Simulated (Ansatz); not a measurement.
# C$_{2}$H$_{6}$Br$_{2}$Si (SMILES C[Si](C)(Br)Br): what the fields show

Input file:

```
basis:
  gaussian: {orbitals: def2-SVPD}
crystal:
  periodic: [false, false, false]
  atoms:
    - {symbol: C, position_ang: [0.395072, -3.244964, 0.910566]}
    - {symbol: C, position_ang: [-0.942738, -0.417610, 1.133752]}
    - {symbol: Br, position_ang: [1.367409, -0.875930, -1.244009]}
    - {symbol: Br, position_ang: [2.164511, -0.780051, 2.321997]}
    - {symbol: Si, position_ang: [0.615368, -1.393912, 0.811421]}
    - {symbol: H, position_ang: [-0.346714, -3.577501, 0.166954]}
    - {symbol: H, position_ang: [0.046735, -3.530797, 1.915922]}
    - {symbol: H, position_ang: [1.347191, -3.758001, 0.710066]}
    - {symbol: H, position_ang: [-1.715161, -0.683826, 0.394654]}
    - {symbol: H, position_ang: [-1.323684, -0.636637, 2.144050]}
    - {symbol: H, position_ang: [-0.743787, 0.661712, 1.060143]}
output: {forces: true, orbitals: {seedname: orbitals}}
hamiltonian: {xc: pbe0}
```

Command:

```sh
ansatz run input.yaml --threads 2 --pin off --max-ram 5220MiB --events-out events.jsonl --progress --plain --runs-dir runs
```

Geometry: B3LYP-D3(BJ)/def2-SVP.

Method: isolated molecule in a Gaussian basis; Kohn-Sham density functional theory, functional PBE0 in Ansatz 0.2.0.

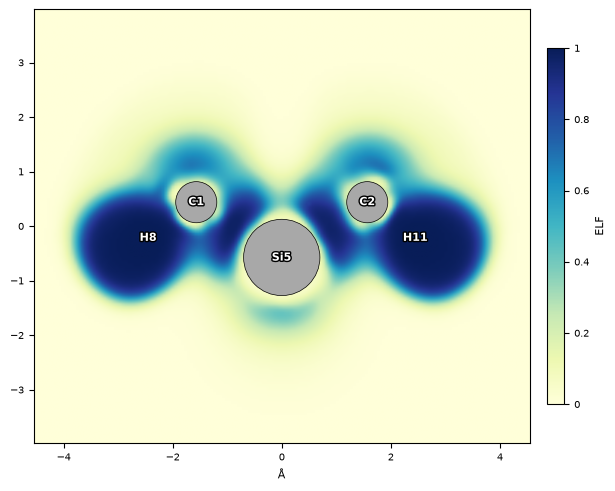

Figure 1. ELF on the plane of atoms Si5, C2 and H11. Grey discs cover the atomic cores.

Q: Describe what can be read from this map.

A: The section cuts through C, Si and H sites.
C–Si (1.87 Å): the ELF peaks at about 1 between the atoms (a covalent bond).
C–H (1.10 Å): the ELF climbs to about 1 towards the hydrogen, as it does in any bond to H (an ordinary covalent bond to hydrogen).

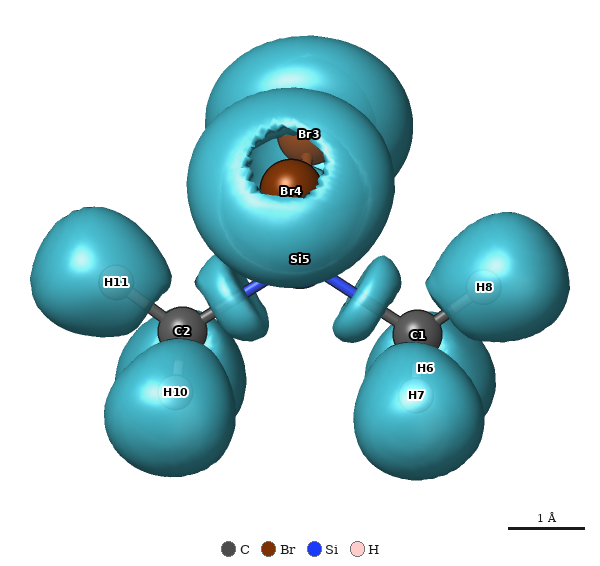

Figure 2. Isosurface of the electron localisation function at 0.8 (cyan), seen at a tilt. Only the valence region is drawn (cores and ρ < 0.01 e/Å³ removed).

Q: Where are the electrons localised?

A: The ELF exceeds this value in two regions between bonded Br–Si atoms (shared pairs), two regions between bonded C–Si atoms (shared pairs), six regions around hydrogen nuclei and two rings or bowls of non-bonding electrons around Br. Profiles from the grid: Si–Br (2.25 Å): the ELF peaks at about 0.85 between the atoms; a shared but strongly polarised pair.

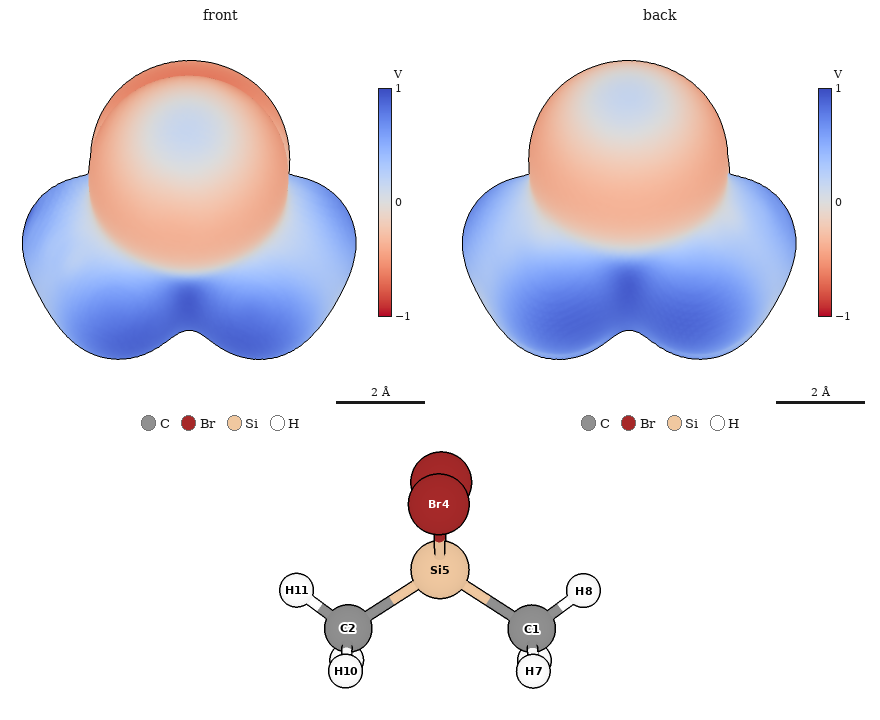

Figure 3. The electrostatic potential painted on the density surface at 0.001 e/bohr³, seen from the front and from behind; red is negative and blue positive. The bare structure is drawn below in the same view.

Q: Which sites attract a positive test charge, and which a negative one?

A: A positive charge is drawn to the negative regions and a negative charge to the positive ones. The most negative region (about −0.6 V) lies over Br3 and Br4, the most positive (about +0.9 V) over the H and Si atoms. Br3 shows a σ-hole: about +0.1 V at the tip opposite its bond, against about −0.4 V on its flanks. Br4 shows a σ-hole: about +0.1 V at the tip opposite its bond, against about −0.4 V on its flanks.

Q: What dipole moment does the calculation give?

A: Its dipole moment is 2.55 D.
